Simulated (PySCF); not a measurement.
## Electronic structure of C$_{4}$H$_{9}$FSi in real space

Input file:

```
{"job": {"kind": "nmr", "xc": "PBE0", "basis": "pcSseg-1"}, "charge": 0, "multiplicity": 1}
C      2.032237     1.113704     0.204021
C      1.613213    -0.130205     0.059254
C      0.514093    -0.753402     0.846913
Si    -1.070585    -0.983553    -0.187999
C     -1.799914     0.676063    -0.727000
F     -2.142704    -1.702536     0.794779
H      2.821776     1.525938    -0.400837
H      1.602635     1.772845     0.940880
H      2.062419    -0.768235    -0.690731
H      0.292384    -0.138680     1.721311
H      0.838346    -1.730646     1.209457
H     -0.909767    -1.938054    -1.279339
H     -1.111699     1.220841    -1.365772
H     -2.021096     1.306024     0.131005
H     -2.725751     0.537886    -1.277851
```

Command:

```sh
OMP_NUM_THREADS=1 python probes_run.py task.json out
```

Geometry: GFN2-xTB.

All numbers below come from PBE0/pcSseg-1, SCF density, gas phase, non-relativistic in PySCF 2.14.0.

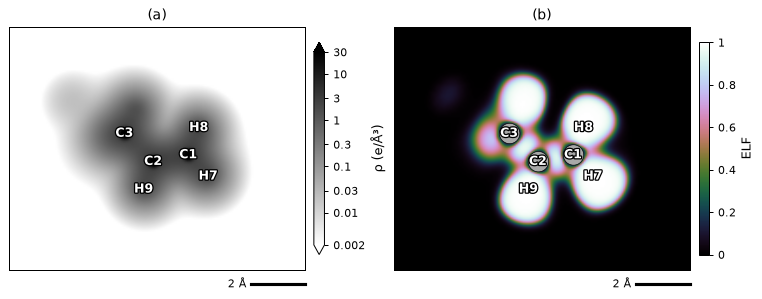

Figure 1. (a) total electron density; (b) ELF on the plane of atoms C1, C2 and C3. Grey discs cover the atomic cores in the ELF map.

**Interpret the plot.**

- The section cuts through C and H sites.
- C–C (1.32 Å): ρ is about 2.3 e/Å³ halfway; the ELF peaks at about 0.95 between the atoms; a multiple bond.
- C–H (1.08 Å): the density is about 2 e/Å³ at the midpoint; the ELF climbs to about 1 towards the hydrogen, as it does in any bond to H (an ordinary covalent bond to hydrogen).
- C–C (1.49 Å): ρ at the midpoint is about 1.7 e/Å³; the ELF peaks at about 0.95 between the atoms (a shared electron pair).

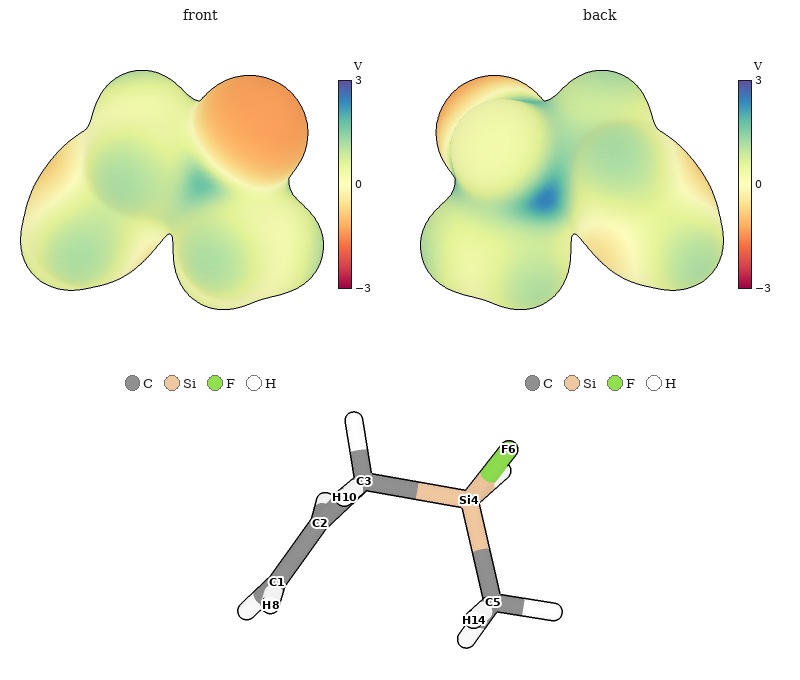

Figure 2. The electrostatic potential painted on the density surface at 0.004 e/bohr³, seen from the front and from behind; red is negative and blue positive. The bare structure is drawn below in the same view.

**Which sites attract a positive test charge, and which a negative one?**

A positive charge is drawn to the negative regions and a negative charge to the positive ones. The most negative region (about −1.3 V, or −30 kcal/mol for a unit charge) lies over F6, the most positive (about +2.1 V, or +48 kcal/mol for a unit charge) over Si4.
